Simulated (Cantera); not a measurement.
Charge: 1 mol SiHCl3, 0.39 mol C2H4, 180 mol H2, equilibrated at 10000 Pa.

Equilibrium computed with Cantera from the NASA thermochemical tables; the gas is ideal and each condensed phase is pure. Candidate condensed phases: C, C6H6, C7H8, C8H18, Si, SiC; 109 gas species. Mutual solubility and eutectic melting of coexisting phases are not modelled. The tables' values for SiCl, SiCl3 are old estimates; treat these amounts as uncertain. Gases not in the tables: Si2H6 and higher silanes. Rates play no part.

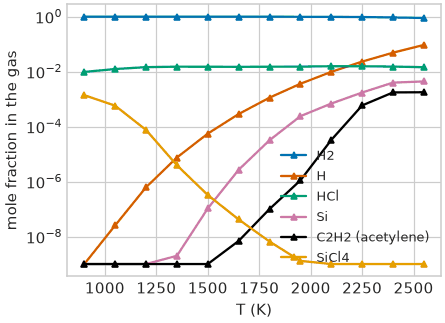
*Equilibrium gas composition (values under 1e-9 drawn at 1e-9)*

**Question.** Read off the mole fractions at 1350 K.

**Answer.** H2 about 0.98, HCl about 0.015, H about 7.5e-6, SiCl4 about 3.9e-6.
